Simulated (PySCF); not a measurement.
## A study: C4H9Cl, SMILES `CC(C)CCl`

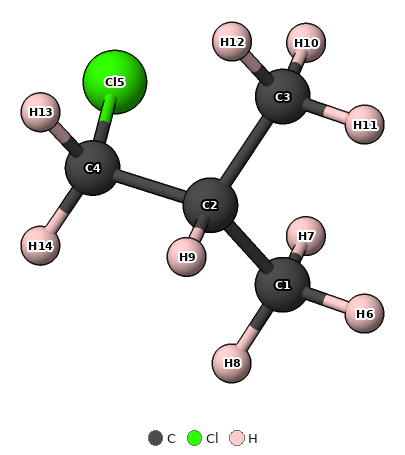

The molecule, with its atoms numbered as below. No frequency check shows the geometry to be a minimum.

Cartesian coordinates (Å):

```
C1      -1.2933    1.2577   -0.3529
C2      -1.0071    0.0000    0.4633
C3      -1.2934   -1.2578   -0.3525
C4       0.4252    0.0004    0.9892
Cl5      1.6239   -0.0001   -0.3328
H6      -2.3283    1.2638   -0.6852
H7      -0.6496    1.2921   -1.2281
H8      -1.1166    2.1511    0.2420
H9      -1.6548    0.0001    1.3491
H10     -0.6496   -1.2925   -1.2278
H11     -2.3283   -1.2640   -0.6848
H12     -1.1166   -2.1511    0.2426
H13      0.6245   -0.8914    1.5843
H14      0.6245    0.8917    1.5841
```

## 1. Bonding charge

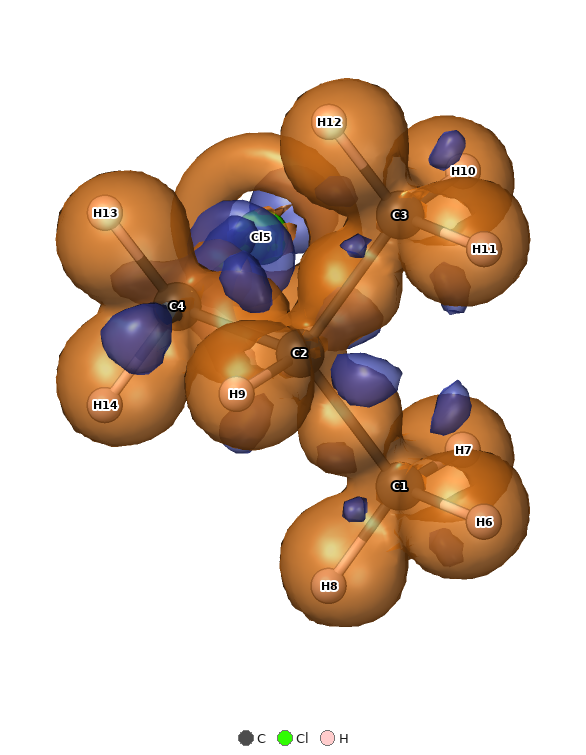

Deformation density (molecule less spherical, spin-averaged free atoms at the same positions), surfaces at ±0.08 e/Å³; orange: gain, blue: loss.

Level of theory: LDA (SVWN)/6-311+G** (PySCF), at a geometry from GFN2-xTB.

**How much density has each bond gained at its critical point, relative to the free atoms?**

C4–H14 and C4–H13: +0.71 e/Å³ at the bond critical point (bond length 1.09 Å). C1–H7 and C3–H10: +0.66 e/Å³ at the bond critical point (bond length 1.09 Å). C2–H9: +0.66 e/Å³ at the bond critical point (bond length 1.10 Å). C1–H6 and C3–H11: +0.65 e/Å³ at the bond critical point (bond length 1.09 Å). C1–H8 and C3–H12: +0.65 e/Å³ at the bond critical point (bond length 1.09 Å). C2–C4: +0.44 e/Å³ at the bond critical point (bond length 1.53 Å). C1–C2 and C2–C3: +0.41 e/Å³ at the bond critical point (bond length 1.53 Å). C4–Cl5: +0.15 e/Å³ at the bond critical point (bond length 1.78 Å). In all, 2.8 electrons gather in the regions of gain relative to the promolecule.

## 2. Bond critical points

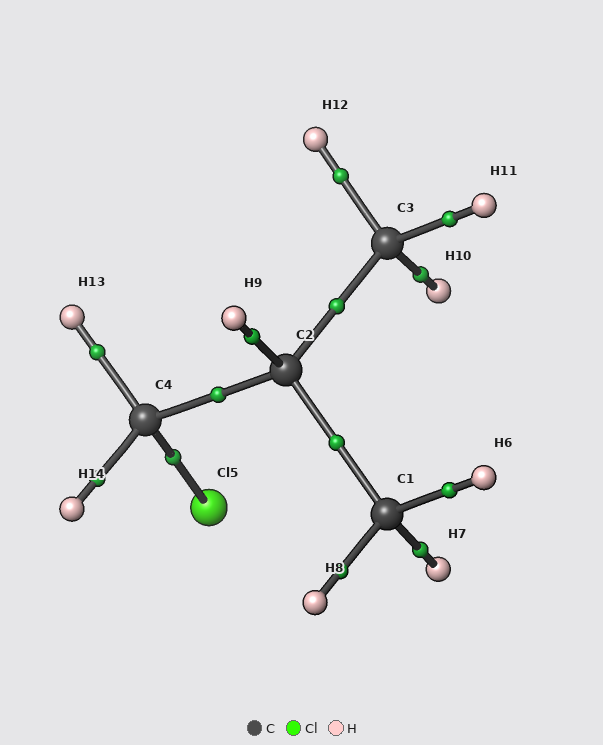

Molecular graph of the electron density (QTAIM): bond paths, bond critical points (green), ring points (magenta, if any); weak paths are dashed.

**How many critical points of each kind are there, and does the count close?**

14 nuclei, 13 bond, 0 ring and 0 cage critical points: 14 − 13 + 0 − 0 = 1, as the Poincaré–Hopf relation requires.

**What does the calculation give at each kind of bond critical point?**

| bond | length (Å) | ρ (a.u.) | ∇²ρ (a.u.) | ε | H (a.u.) |
| --- | --- | --- | --- | --- | --- |
| C4–H14 (2 alike) | 1.090 | 0.275 | −0.92 | 0.02 | −0.266 |
| C1–H7 (2 alike) | 1.087 | 0.270 | −0.88 | 0.01 | −0.261 |
| C1–H6 (2 alike) | 1.087 | 0.269 | −0.87 | 0.01 | −0.261 |
| C1–H8 (2 alike) | 1.088 | 0.269 | −0.87 | 0.01 | −0.260 |
| C2–H9 | 1.097 | 0.267 | −0.86 | 0.00 | −0.255 |
| C2–C4 | 1.526 | 0.240 | −0.51 | 0.01 | −0.187 |
| C1–C2 (2 alike) | 1.526 | 0.237 | −0.49 | 0.01 | −0.182 |
| C4–Cl5 | 1.785 | 0.177 | −0.19 | 0.01 | −0.112 |

**What kind of interaction is C1–H6?**

Shared-shell (covalent): ρ = 0.269, ∇²ρ = −0.87, H = −0.261 a.u.

## 3. Local ionisation energy

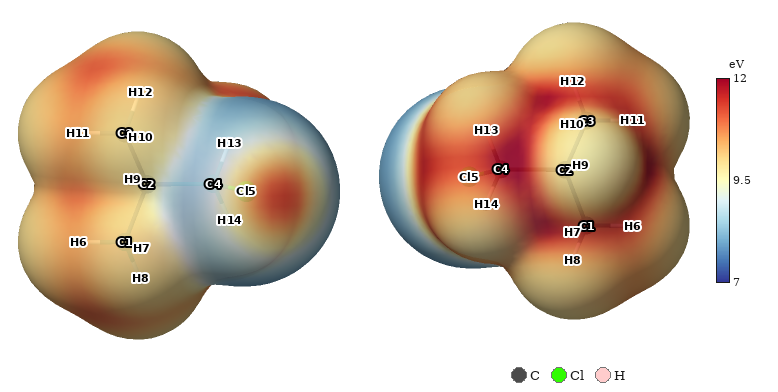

Average local ionisation energy on the surface of electron density 0.001 a.u. (back view left, front view right).

**Where are the most loosely bound electrons on this surface?**

The lowest value is 8.0 eV, 2.2 Å from Cl5, and at like points elsewhere. Further minima include 8.0 eV, 2.2 Å from Cl5, and at like points elsewhere; 8.4 eV, near Cl5 (2.19 Å), H10 (2.22 Å) and H7 (2.39 Å); 9.6 eV, 1.4 Å from H9. For comparison, the highest occupied orbital lies at −7.0 eV.

**What volume does the surface enclose, and what is the dipole moment?**

About 135 Å³; the dipole moment is 2.1 D.

## 4. Excited states

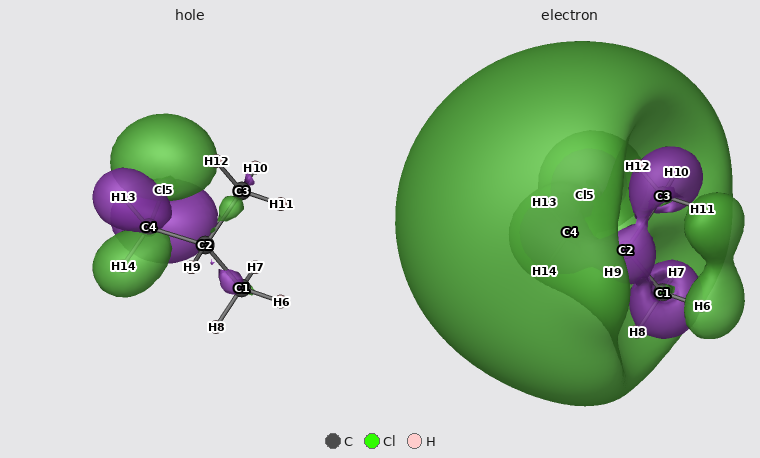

Leading natural transition orbital pair of S₃ (TDA singlet states); the surfaces enclose about 85 % of each orbital's density.

Computed with PySCF, ωB97X/6-31+G*, geometry: GFN2-xTB.

**Where does the state lie, and where do hole and electron sit?**

8.40 eV (148 nm), f = 0.011, diffuse (Rydberg-like) orbital; the leading pair carries 98 %; hole on Cl5 (75 %) and C4 (10 %), electron on Cl5 (30 %), C4 (24 %) and H13 and H14 (10 % each) (atom shares of so diffuse an orbital are rough); their centroids lie 0.9 Å apart. In canonical orbitals it is mainly HOMO → LUMO (52 %). The HOMO–LUMO gap is 12.78 eV.

## 5. In an electric field

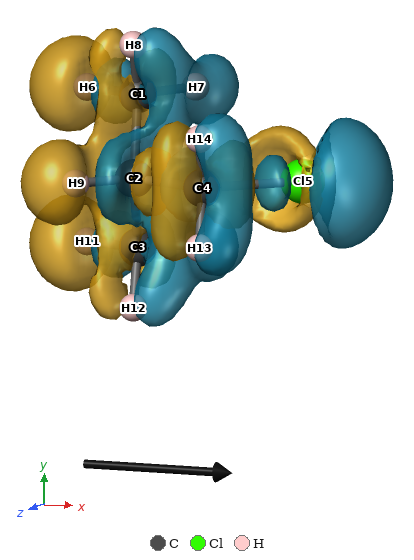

Change of the electron density in a uniform field of 0.21 V/Å along +x (arrow), surfaces at ±0.0015 e/Å³ (yellow: gain, teal: loss).

PySCF calculation, LDA (SVWN)/6-311+G**, gas phase; geometry: GFN2-xTB. The basis has diffuse s and p functions alone, which still leaves polarisabilities too small, most of all across bonds.

**How large is the response?**

The induced dipole is 0.70 D (along the field); α along this axis, from the fields in both directions, is 69 bohr³ (10.2 Å³).

**Which atoms gain and lose the most charge?**

Electrons gather most on H6 and H11 alike (Hirshfeld charge changes by −0.008 e) and leave Cl5 most (+0.018 e); 0.061 electrons are displaced in all.

The PySCF runs shown took 21 s, 4.8 min and 53 s on 1 thread of Arm Neoverse V2 (shared host).
